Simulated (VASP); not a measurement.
# MnSe: structure and properties in VASP, part 7 of 11

Wanted: the relaxed cell of MnSe and its properties. The start is a cell from a database of measured crystal structures.

VASP 6.6.1, plane waves and PAW; the level of theory is named at each step.

Still holding for the runs below: The magnetic order is the lowest of the few collinear ones that converged above; longer or canted patterns were not tried. The cell is doubled for it, so bands and modes from the zone boundary of the chemical cell fold onto Γ and the labels are those of the larger cell.

So far. Step 7 (Second relaxation): It ends with forces that vanish by symmetry and a pressure of 0.01 GPa. The volume moved by under 0.01 %: the run met its threshold at the first step. Step 8 (Single point with fields (optB86b-vdW + U)): In this run the pressure is 0.01 GPa, small enough to go on.

The database entry behind the starting cell differs from later determinations by our own check (about 0.4 % short), so it need not match the best structure at ambient conditions.

**9. Bands along the symmetry lines (optB86b-vdW + U)**

Level of this step: optB86b-vdW, DFT+U (Mn d 5 eV), spin-polarised from an antiferromagnetic start; plane waves and PAW (Mn_pv, Se) (VASP).

The mesh alone shows little of the dispersion and can miss band extrema, so KPOINTS_OPT adds a path through the symmetry points after the self-consistent cycle.

INCAR reads:

```
SYSTEM = MnSe
PREC = Accurate
ENCUT = 400
EDIFF = 1E-06
NELM = 100
ISMEAR = 0
SIGMA = 0.05
LREAL = .FALSE.
ALGO = Normal
GGA = MK
AGGAC = 0
LUSE_VDW = .TRUE.
PARAM1 = 0.1234
PARAM2 = 1
LASPH = .TRUE.
NBANDS = 35
ISPIN = 2
MAGMOM = 4.562 -4.562 0 0
LDAU = .TRUE.
LDAUTYPE = 2
LDAUL = 2 -1
LDAUU = 5 0
LDAUJ = 0 0
LDAUPRINT = 1
LMAXMIX = 4
LORBIT = 11
LWAVE = .FALSE.
LCHARG = .FALSE.
KPAR = 4
```

POSCAR reads:

```
MnSe
1.0
    0.0000000000      2.7462933315      2.7462933315
    2.7462933315      0.0000000000      2.7462933315
    5.4877001748      5.4877001748      0.0048864881
Mn Se
2 2
Direct
    0.0000000000      0.0000000000      0.0000000000
    0.0000000000      0.0000000000      0.5000000000
    0.5000000000      0.5000000000      0.2500000000
    0.5000000000      0.5000000000      0.7500000000
```

KPOINTS reads:

```
Automatic mesh
0
Gamma
6 6 6
0 0 0
```

KPOINTS_OPT reads:

```
Line mode
16
Line-mode
Reciprocal
  0.00000000   0.00000000   0.00000000 GAMMA
  0.00000000   0.50000000   0.50000000 L

  0.00000000   0.50000000   0.50000000 L
 -0.37511143   0.31244429   0.12488857 B1

 -0.31244429   0.31244429   0.50000000 B
  0.00000000   0.00000000   0.50000000 Z

  0.00000000   0.00000000   0.50000000 Z
  0.00000000   0.00000000   0.00000000 GAMMA

  0.00000000   0.00000000   0.00000000 GAMMA
 -0.34377786   0.34377786   0.00000000 X

 -0.34377786   0.31244429   0.31244429 Q
 -0.50000000   0.00000000   0.00000000 F

 -0.50000000   0.00000000   0.00000000 F
 -0.46866643   0.00000000   0.18755571 P1

 -0.46866643   0.00000000   0.18755571 P1
  0.00000000   0.00000000   0.50000000 Z

  0.00000000   0.50000000   0.50000000 L
  0.00000000   0.46866643   0.81244429 P
```

The projector-augmented-wave data sets are Mn_pv and Se (PBE family, release 64).

On the command line:

```console
$ mpirun -np 4 vasp_std
```

Output:

```text
[... set-up lines as in an earlier step ...]
 entering main loop
       N       E                     dE             d eps       ncg     rms          rms(c)
DAV:   1     0.337868981020E+03    0.33787E+03   -0.17483E+04  4888   0.932E+02
DAV:   2     0.985922879805E+01   -0.32801E+03   -0.31028E+03  4624   0.295E+02
DAV:   3    -0.119363205693E+02   -0.21796E+02   -0.21463E+02  5460   0.850E+01
DAV:   4    -0.122905627942E+02   -0.35424E+00   -0.35358E+00  4881   0.109E+01
DAV:   5    -0.122947771774E+02   -0.42144E-02   -0.42142E-02  5105   0.129E+00    0.120E+01
DAV:   6    -0.130061308770E+02   -0.71135E+00   -0.72592E+00  4734   0.330E+01    0.138E+01
DAV:   7    -0.140499130411E+02   -0.10438E+01   -0.19547E+00  4782   0.791E+00    0.750E+00
DAV:   8    -0.140240016886E+02    0.25911E-01   -0.14651E-01  4900   0.259E+00    0.470E+00
DAV:   9    -0.140569440359E+02   -0.32942E-01   -0.30217E-02  5020   0.150E+00    0.642E-01
DAV:  10    -0.140590635633E+02   -0.21195E-02   -0.10533E-02  5012   0.732E-01    0.232E-01
DAV:  11    -0.140596213822E+02   -0.55782E-03   -0.73276E-04  4768   0.219E-01    0.109E-01
DAV:  12    -0.140597673069E+02   -0.14592E-03   -0.10038E-04  4862   0.836E-02    0.579E-02
DAV:  13    -0.140598283281E+02   -0.61021E-04   -0.52456E-05  4764   0.414E-02    0.216E-02
DAV:  14    -0.140598245439E+02    0.37842E-05   -0.43447E-06  4831   0.110E-02    0.819E-03
DAV:  15    -0.140598259452E+02   -0.14013E-05   -0.22848E-06  4923   0.634E-03    0.239E-03
DAV:  16    -0.140598269397E+02   -0.99446E-06   -0.94740E-08  2552   0.261E-03
   1 F= -.14059827E+02 E0= -.14059827E+02  d E =-.124966E-14  mag=    -0.0000
 Start KPOINTS_OPT (optional k-point list driver)
k-point batch [1-32\144]
       N       E                     dE             ncg
DAV:   1    -0.577520554741E+04   -0.31803E+05     4928
DAV:   2    -0.162260817250E+05   -0.10451E+05     4722
DAV:   3    -0.168823360838E+05   -0.65625E+03     5314
DAV:   4    -0.168924529973E+05   -0.10117E+02     4888
DAV:   5    -0.168926059234E+05   -0.15293E+00     5086
DAV:   6    -0.168926112776E+05   -0.53543E-02     4952
DAV:   7    -0.168926115188E+05   -0.24122E-03     5488
DAV:   8    -0.168926115300E+05   -0.11141E-04     4147
DAV:   9    -0.168926115305E+05   -0.53010E-06     2774
[...]
k-point batch [129-144\144]
       N       E                     dE             ncg
DAV:   1     0.755468275277E+04   -0.20208E+05     2496
DAV:   2     0.239856658685E+04   -0.51561E+04     2359
DAV:   3     0.206871094044E+04   -0.32986E+03     2650
DAV:   4     0.206365952181E+04   -0.50514E+01     2439
DAV:   5     0.206358518868E+04   -0.74333E-01     2608
DAV:   6     0.206358291091E+04   -0.22778E-02     2463
DAV:   7     0.206358281045E+04   -0.10046E-03     2804
DAV:   8     0.206358280604E+04   -0.44107E-05     2045
DAV:   9     0.206358280582E+04   -0.22201E-06     1517
```

The job ended after 3.1 min (4 MPI ranks of AMD EPYC 7R43, shared host; peak memory 2 GiB).

From OUTCAR (step 9):

```text
   k-points           NKPTS =     32   k-points in BZ     NKDIM =     32   number of bands    NBANDS=     35

   NELECT =      38.0000    total number of electrons

atom =   1  type =  1  l = 2

 onsite density matrix

spin component  1

spin component  2

 occupancies and eigenvectors

  o =  0.0129  v =  0.0000  0.0000  0.0000  0.0000  0.0000 -0.8164 -0.4077  0.0119 -0.4087  0.0000      0.0000  0.0000  0.0000  0.0000  0.0000  0.0000  0.0000  0.0000  0.0000  0.0000
  o =  0.0129  v =  0.0000  0.0000  0.0000  0.0000  0.0000  0.0006  0.7073 -0.0000 -0.7068  0.0119      0.0000  0.0000  0.0000  0.0000  0.0000  0.0000  0.0000  0.0000  0.0000  0.0000
  o =  0.0129  v =  0.0000  0.0000  0.0000  0.0000  0.0000 -0.5774  0.5774 -0.0000  0.5774  0.0000      0.0000  0.0000  0.0000  0.0000  0.0000  0.0000  0.0000  0.0000  0.0000  0.0000
  o =  0.0778  v =  0.0000  0.0000  0.0000  0.0000  0.0000 -0.0000  0.0084 -0.0000 -0.0084 -0.9999      0.0000  0.0000  0.0000  0.0000  0.0000  0.0000  0.0000  0.0000  0.0000  0.0000
  o =  0.0778  v =  0.0000  0.0000  0.0000  0.0000  0.0000  0.0097  0.0049  0.9999  0.0049 -0.0000      0.0000  0.0000  0.0000  0.0000  0.0000  0.0000  0.0000  0.0000  0.0000  0.0000
  o =  0.9370  v =  0.8158  0.4079  0.0416  0.4079 -0.0000  0.0000  0.0000  0.0000  0.0000  0.0000      0.0000  0.0000  0.0000  0.0000  0.0000  0.0000  0.0000  0.0000  0.0000  0.0000
  o =  0.9370  v = -0.0000  0.7065 -0.0000 -0.7065 -0.0416  0.0000  0.0000  0.0000  0.0000  0.0000      0.0000  0.0000  0.0000  0.0000  0.0000  0.0000  0.0000  0.0000  0.0000  0.0000
  o =  0.9371  v = -0.5774  0.5774  0.0000  0.5774  0.0000  0.0000  0.0000  0.0000  0.0000  0.0000      0.0000  0.0000  0.0000  0.0000  0.0000  0.0000  0.0000  0.0000  0.0000  0.0000
  o =  0.9540  v =  0.0000  0.0294 -0.0000 -0.0294  0.9991  0.0000  0.0000  0.0000  0.0000  0.0000      0.0000  0.0000  0.0000  0.0000  0.0000  0.0000  0.0000  0.0000  0.0000  0.0000
  o =  0.9540  v =  0.0340  0.0170 -0.9991  0.0170 -0.0000  0.0000  0.0000  0.0000  0.0000  0.0000      0.0000  0.0000  0.0000  0.0000  0.0000  0.0000  0.0000  0.0000  0.0000  0.0000

atom =   2  type =  1  l = 2

 onsite density matrix

spin component  1

  0.0129 -0.0000  0.0006 -0.0000  0.0000
 -0.0000  0.0129  0.0003  0.0000 -0.0005
  0.0006  0.0003  0.0778  0.0003  0.0000
 -0.0000  0.0000  0.0003  0.0129  0.0005
  0.0000 -0.0005  0.0000  0.0005  0.0778

spin component  2

 occupancies and eigenvectors

  o =  0.0129  v = -0.8164 -0.4069  0.0119 -0.4095  0.0000  0.0000  0.0000  0.0000  0.0000  0.0000      0.0000  0.0000  0.0000  0.0000  0.0000  0.0000  0.0000  0.0000  0.0000  0.0000
  o =  0.0129  v =  0.0015  0.7078 -0.0000 -0.7063  0.0119  0.0000  0.0000  0.0000  0.0000  0.0000      0.0000  0.0000  0.0000  0.0000  0.0000  0.0000  0.0000  0.0000  0.0000  0.0000
  o =  0.0129  v = -0.5774  0.5774 -0.0000  0.5774  0.0000  0.0000  0.0000  0.0000  0.0000  0.0000      0.0000  0.0000  0.0000  0.0000  0.0000  0.0000  0.0000  0.0000  0.0000  0.0000
  o =  0.0778  v =  0.0000  0.0084  0.0000 -0.0084 -0.9999  0.0000  0.0000  0.0000  0.0000  0.0000      0.0000  0.0000  0.0000  0.0000  0.0000  0.0000  0.0000  0.0000  0.0000  0.0000
  o =  0.0778  v = -0.0097 -0.0049 -0.9999 -0.0049 -0.0000  0.0000  0.0000  0.0000  0.0000  0.0000      0.0000  0.0000  0.0000  0.0000  0.0000  0.0000  0.0000  0.0000  0.0000  0.0000
  o =  0.9370  v =  0.0000  0.0000  0.0000  0.0000  0.0000  0.8158  0.4079  0.0416  0.4079  0.0000      0.0000  0.0000  0.0000  0.0000  0.0000  0.0000  0.0000  0.0000  0.0000  0.0000
  o =  0.9370  v =  0.0000  0.0000  0.0000  0.0000  0.0000  0.0000  0.7065  0.0000 -0.7065 -0.0416      0.0000  0.0000  0.0000  0.0000  0.0000  0.0000  0.0000  0.0000  0.0000  0.0000
  o =  0.9371  v =  0.0000  0.0000  0.0000  0.0000  0.0000 -0.5774  0.5774  0.0000  0.5774 -0.0000      0.0000  0.0000  0.0000  0.0000  0.0000  0.0000  0.0000  0.0000  0.0000  0.0000
  o =  0.9540  v =  0.0000  0.0000  0.0000  0.0000  0.0000  0.0000  0.0294 -0.0000 -0.0294  0.9991      0.0000  0.0000  0.0000  0.0000  0.0000  0.0000  0.0000  0.0000  0.0000  0.0000
  o =  0.9540  v =  0.0000  0.0000  0.0000  0.0000  0.0000  0.0340  0.0170 -0.9991  0.0170 -0.0000      0.0000  0.0000  0.0000  0.0000  0.0000  0.0000  0.0000  0.0000  0.0000  0.0000

 E-fermi :   4.8806

 spin component 1
 k-point     1 :       0.0000    0.0000    0.0000
  band No.  band energies     occupation
    ...
     15       3.8181      1.00000
     16       3.8181      1.00000
     17       4.1602      1.00000
     18       4.1602      1.00000
     19       4.1740      1.00000
     20       6.7534      0.00000
     21       7.8497      0.00000
     22       7.8497      0.00000
     23       7.8739      0.00000
     24       8.1618      0.00000
    ...

 k-point     2 :       0.1667    0.0000   -0.0000
  band No.  band energies     occupation
    ...
     15       2.4570      1.00000
     16       2.8024      1.00000
     17       3.3102      1.00000
     18       4.2831      1.00000
     19       4.2917      1.00000
     20       7.5197      0.00000
     21       7.6680      0.00000
     22       8.1106      0.00000
     23       8.2779      0.00000
     24       8.2780      0.00000
    ...

Total vdW correction in eV:      6.8856650

  Total        0.0059955      0.0059955      0.0059955     -0.0313405      0.0313405      0.0313405
  in kB        0.1160960      0.1160960      0.1160960     -0.6068691      0.6068691      0.6068691
  external PRESSURE =       0.1160960 kB  Pullay stress =       0.0000000 kB

 POSITION                                       TOTAL-FORCE (eV/Angst)
 -----------------------------------------------------------------------------------
      0.00000      0.00000      0.00000         0.000000      0.000000     -0.000000
      2.74385      2.74385      0.00244         0.000000     -0.000000     -0.000000
      2.74507      2.74507      2.74751        -0.000000     -0.000000     -0.000000
      5.48892      5.48892      2.74996        -0.000000     -0.000000      0.000000
 -----------------------------------------------------------------------------------
    total drift:                                0.000000      0.000000      0.000000

  FREE ENERGIE OF THE ION-ELECTRON SYSTEM (eV)
  ---------------------------------------------------
  free  energy   TOTEN  =       -14.0598269397 eV

  energy  without entropy=      -14.0598269397  energy(sigma->0) =      -14.05982694

Total vdW correction in eV:      6.8856386

[... 11 parts as in an earlier step ...]

[... 8 further parts left out ...]
```

Within 0.02 Å the cell has space group Fm-3m; at a tight tolerance the distortion that goes with the magnetic order makes it R-3m. Spin-orbit coupling is off here; it would split degenerate levels.

Numbers from this step:

- SCF cycles: 16
- bands: 35
- Fermi energy: 4.881 eV
- pressure: 0.01161 GPa
- least gap on mesh and path: 1.527 eV
- least direct gap on mesh and path: 2.142 eV

Both spin channels agree. Electronic bands along the path, in eV, zero at the valence-band top; v1 is the highest filled band, c1 the lowest empty one:

```csv
point,v4,v3,v2,v1,c1,c2,c3,c4
Γ,-0.81,-0.47,-0.47,-0.45,2.13,3.22,3.22,3.25
L,-2.88,-1.97,-1.67,-0.90,2.45,3.30,3.60,3.68
B1,-2.97,-2.95,-1.46,-1.17,2.61,3.18,3.66,3.79
jump to B,-2.97,-2.95,-1.46,-1.17,2.61,3.18,3.66,3.79
Z,-1.22,-1.22,0.00,0.00,2.74,3.14,3.14,3.88
Γ,-0.81,-0.47,-0.47,-0.45,2.13,3.22,3.22,3.25
X,-3.45,-2.74,-1.53,-1.18,2.56,3.27,3.67,3.76
jump to Q,-3.45,-2.74,-1.53,-1.18,2.56,3.27,3.67,3.76
F,-2.13,-2.12,-0.74,-0.62,1.53,2.34,3.55,3.87
P1,-2.22,-2.08,-0.97,-0.79,1.86,2.39,3.69,3.85
Z,-1.22,-1.22,0.00,0.00,2.74,3.14,3.14,3.88
jump to L,-2.88,-1.97,-1.67,-0.90,2.45,3.30,3.60,3.68
P,-2.22,-2.08,-0.97,-0.79,1.86,2.39,3.69,3.85
```

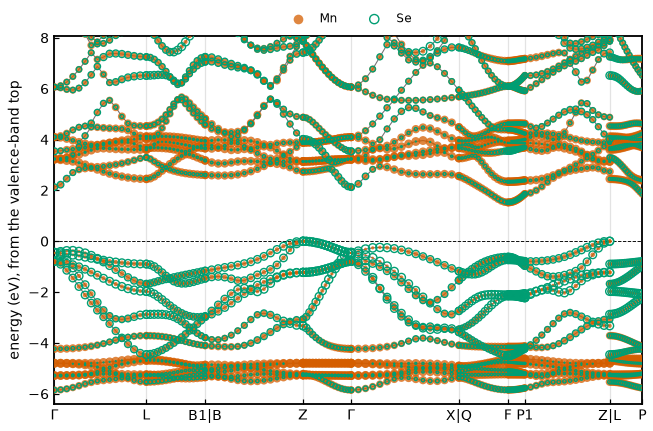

Electronic bands along the path; dots are coloured as in the legend, and their area grows with the weight.

The path finds the gap of the mesh within 0.02 eV, so the mesh comes close to both band edges.

(Part 7 of 11 ends here.)

[Lines on the potential files, build, host, timing and source positions are cut from VASP's logs without a mark.]

[Logs are printed without paths, hosts, clocks, repeated set-up lines and the standing remarks that a program may print on its own settings, such as how far it seeks lower states.]

[Hosts, paths, dates, database ids (printed as entryN), source tags and the programs' standing remarks are cut or masked in the printed files.]

[A measured line is paired with the nearest computed mode of its activity, which favours agreement.]
